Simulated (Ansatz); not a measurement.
A series of calculations on BSiH$_{3}$F

## 1. Relaxation

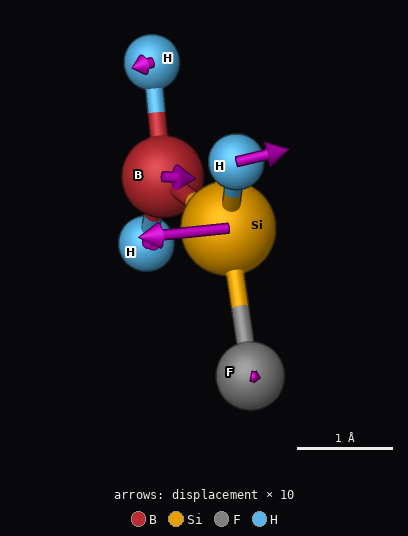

This is a constrained relaxation of BSiH₃F (charge −1). The starting structure is drawn; purple arrows show the displacements, magnified 10 times. The two geometries are superimposed by the best rigid fit.

Style: ball-and-stick. Shown from a free direction.

These are results of RKS PBE0-D4/def2-TZVPD in Ansatz 0.2.0, not measurements.

Input file:
```yaml
crystal:
  periodic: [false, false, false]
  atoms:
    - {symbol: B, position_ang: [0.344718, -0.485669, -0.859544]}
    - {symbol: Si, position_ang: [-0.332808, 0.374387, 0.622795]}
    - {symbol: F, position_ang: [-0.091189, 1.952517, 1.055482]}
    - {symbol: H, position_ang: [0.059038, -1.661154, -0.910060]}
    - {symbol: H, position_ang: [0.873857, 0.050354, -1.800855]}
    - {symbol: H, position_ang: [-0.801703, -0.170146, 1.765651]}
basis:
  gaussian: {orbitals: def2-TZVPD}
total_charge: -1
hamiltonian: {xc: pbe0, dispersion: d4}
relax: {f_tol: 0.005, max_steps: 200, constraints: [{distance: [1, 5]}]}
```

**Atoms of which element are displaced furthest, and by how much?**

Silicon: up to 0.10 Å, against 0.06 Å for hydrogen.

**What did the optimiser do to the structure, and how much energy did it gain?**

After 7 geometry steps the energy has fallen by 0.08 kcal/mol. The largest force component goes from 0.099 to 0.0016 eV/Å. The largest move after the best rigid fit is that of Si2, 0.10 Å. Largest moves by element: Si 0.10 Å, H 0.06 Å, B 0.04 Å, F 0.01 Å. The run took roughly 21 core-seconds on a shared host.

## 2. Relaxation

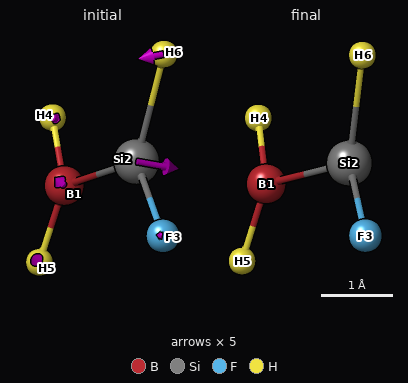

The structure of BSiH$_{3}$F (charge −1) before (left) and after (right) a constrained relaxation, at one scale. The purple arrows give the displacements, 5 times their true length.

The picture is a ball-and-stick view, seen from a free direction.

The calculation used RKS PBE0-D4/def2-TZVPD in Ansatz. Set-up: held fixed: the distance between atoms 2 (Si) and 6 (H), counting from 1; force threshold 0.005 eV/Å; at most 200 steps.

> Summarise the run.

Over 9 accepted moves (10 points after the start) the energy falls by 0.28 kcal/mol. The largest force component goes from 0.16 to 0.00089 eV/Å. The line search rejected the trial step at point 9 of the run. The largest move after the best rigid fit is that of Si2, 0.14 Å. Largest moves by element: Si 0.14 Å, H 0.08 Å, B 0.05 Å, F 0.02 Å. Among the contacts that change: B1–Si2 1.843 → 1.861 Å. Among the angles between lasting bonds that change: B1–Si2–H6 128.3° → 123.1°, B1–Si2–F3 127.0° → 124.7°.

## 3. Scan

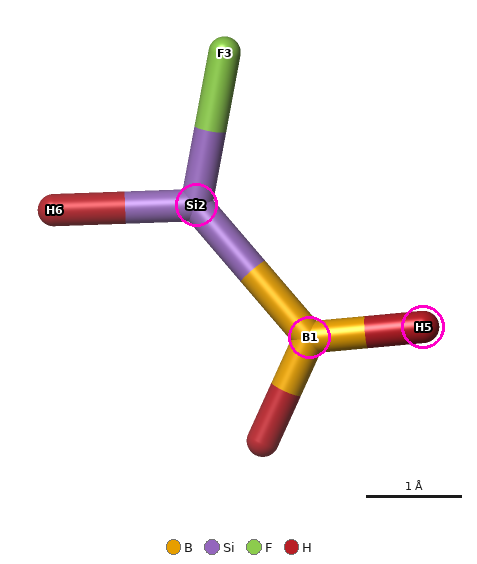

A scan of BSiH₃F (charge −1): the H5–B1–Si2 angle is varied, with the rest of the molecule carried along rigidly. The picture shows the minimum geometry. The ringed atoms are those of the scanned coordinate. Style: stick. Shown onto the plane of the angle.

Levels of theory: B3LYP-D4, PBE0-D4 (def2-TZVPPD, Ansatz), on geometries moved rigidly from the minimum at PBE0-D4/def2-TZVPD. Energies are counted from the PBE0-D4/def2-TZVPD minimum geometry at the same level.

```xyz
6

B     0.3447   -0.4857   -0.8595
Si   -0.3328    0.3744    0.6228
F    -0.0912    1.9525    1.0555
H     0.0590   -1.6612   -0.9101
H     0.8739    0.0504   -1.8009
H    -0.8536   -0.2304    1.8922
```

What energies does the calculation give (the angle: 101.6, 107.6, 113.6, 119.6, 125.6, 131.6, 137.6, 143.6, 149.6°)?

Answer. Energies in meV.

```tsv
angle (°)	B3LYP-D4	PBE0-D4
101.6	299	287
107.6	169	162
113.6	76	72
119.6	19	18
125.6	0	0
131.6	19	19
137.6	75	74
143.6	171	167
149.6	305	297
```

With B3LYP-D4: of the computed points the lowest is at the angle 125.6°, 0 meV. The end points stand at 299 meV (101.6°) and 305 meV (149.6°). The curvature at the lowest point is about 3.4 eV/rad². At 149.6° the levels give PBE0-D4 297 meV, B3LYP-D4 305 meV.

The computed profile:

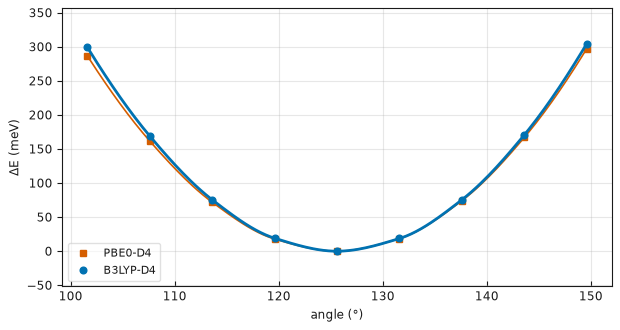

## 4. Scan

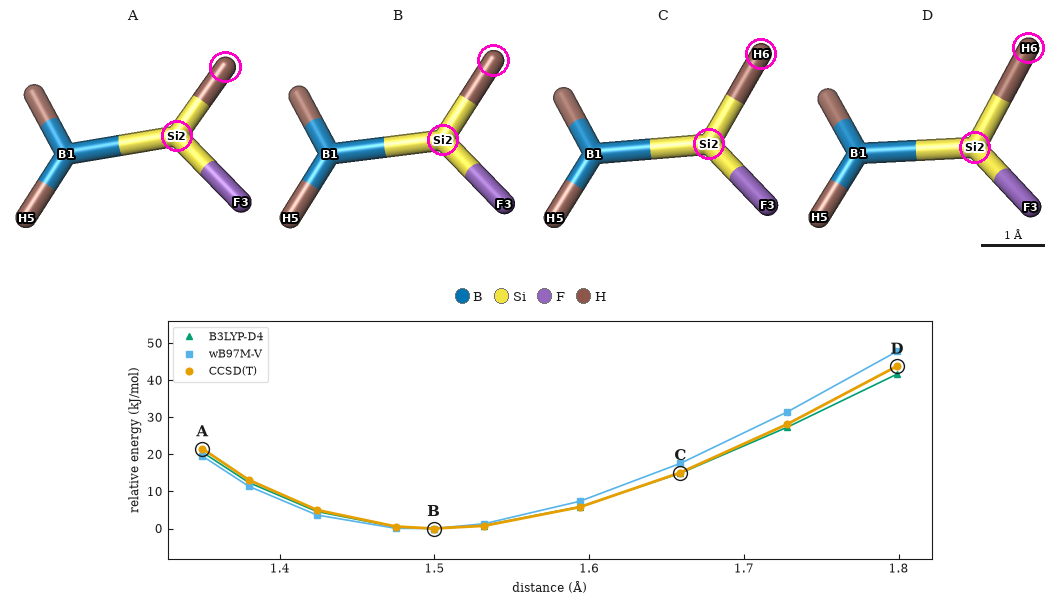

Energy scan for BSiH₃F (charge −1), in which the Si–H bond length is varied, with all other coordinates relaxed. The lettered frames are marked on the plot, at the values of CCSD(T). The picture is a stick view, seen at a tilt. The ringed atoms are those of the scanned coordinate.

Single-point energies from Ansatz with CCSD(T), wB97M-V, B3LYP-D4 in the def2-TZVPPD basis, on geometries relaxed under the constraint at PBE0-D4/def2-TZVPD. Coupled cluster with a frozen core. Energies are counted from the PBE0-D4/def2-TZVPD minimum geometry at the same level.

Describe the profile.

With CCSD(T): the lowest computed point lies at the distance 1.499 Å (0.0 kJ/mol). At the ends of the scan the energy is 21.5 kJ/mol (1.350 Å) and 43.8 kJ/mol (1.799 Å). The curvature at the lowest point is about 16 eV/Å² (2.6 mdyn/Å). The well is steeper on the short side, as for any bond. At 1.799 Å the levels give B3LYP-D4 41.6 kJ/mol, CCSD(T) 43.8 kJ/mol, wB97M-V 47.8 kJ/mol. Closest to CCSD(T) there is B3LYP-D4. At 1.475 Å to 1.799 Å the mean-field solution behind CCSD(T) isn't stable (a lower one of broken symmetry exists), so those energies are less reliable.

The computed points:

Energies in kJ/mol.

```
distance (Å)  CCSD(T)  wB97M-V  B3LYP-D4
       1.350     21.5     19.5      20.6
       1.380     13.1     11.4      12.4
       1.424      5.0      3.7       4.6
       1.475      0.5      0.1       0.4
       1.499      0.0      0.0       0.0
       1.532      0.7      1.3       0.8
       1.594      5.8      7.4       5.9
       1.659     15.1     17.6      14.9
       1.728     28.1     31.4      27.3
       1.799     43.8     47.8      41.6
```
